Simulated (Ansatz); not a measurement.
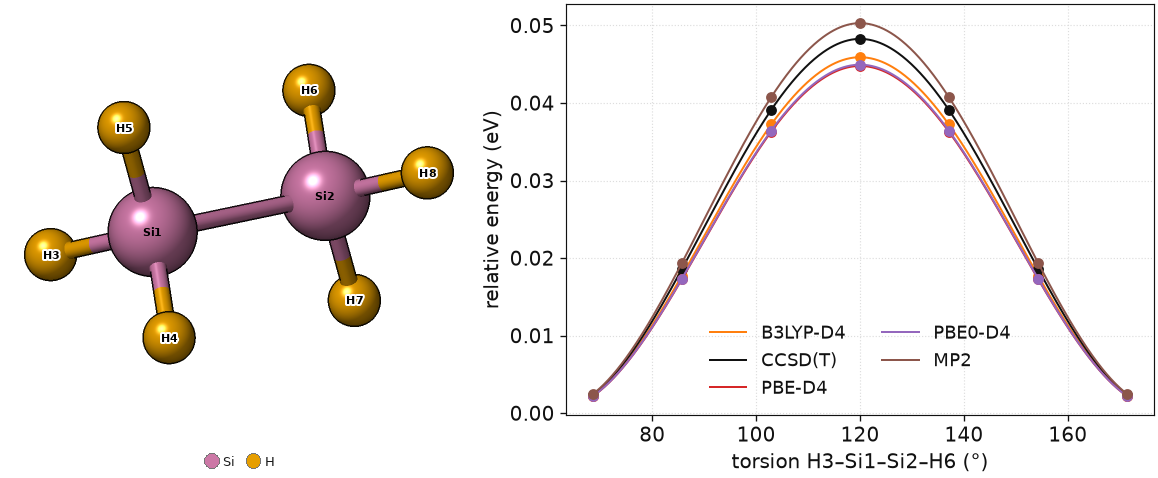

Rigid scan of the torsion H3–Si1–Si2–H6 in Si₂H₆, SMILES [SiH3][SiH3]. The Ansatz code, def2-TZVPP, cores frozen in correlated methods. A torsion is scanned from the minimum (PBE0-D4/def2-TZVP); energies less that of the minimum at the same level; relaxed scans hold all four atoms in place. Splines pass through the computed points, which are marked.

> Which curve follows CCSD(T) best, and which worst?

Best B3LYP-D4 and MP2, worst PBE-D4 and PBE0-D4; largest departures: MP2 0.002, B3LYP-D4 0.002, PBE0-D4 0.003, PBE-D4 0.003 eV. CCSD(T) is in the same finite basis, not at its limit.

> How far can the coupled-cluster curve be trusted along the scan?

The calculation's T1 diagnostic reaches at most 0.013 (at 120°), under the customary mark of 0.02, so it gives no sign of multireference character.

> Give the values at the computed points.

In eV:
| torsion H3–Si1–Si2–H6 (°) | B3LYP-D4 | CCSD(T) | PBE-D4 | PBE0-D4 | MP2 |
| --- | --- | --- | --- | --- | --- |
| 69 | 0.002 | 0.002 | 0.002 | 0.002 | 0.002 |
| 86 | 0.018 | 0.019 | 0.017 | 0.017 | 0.019 |
| 103 | 0.037 | 0.039 | 0.036 | 0.036 | 0.041 |
| 120 | 0.046 | 0.048 | 0.045 | 0.045 | 0.050 |
| 137 | 0.037 | 0.039 | 0.036 | 0.036 | 0.041 |
| 154 | 0.018 | 0.019 | 0.017 | 0.017 | 0.019 |
| 171 | 0.002 | 0.002 | 0.002 | 0.002 | 0.002 |
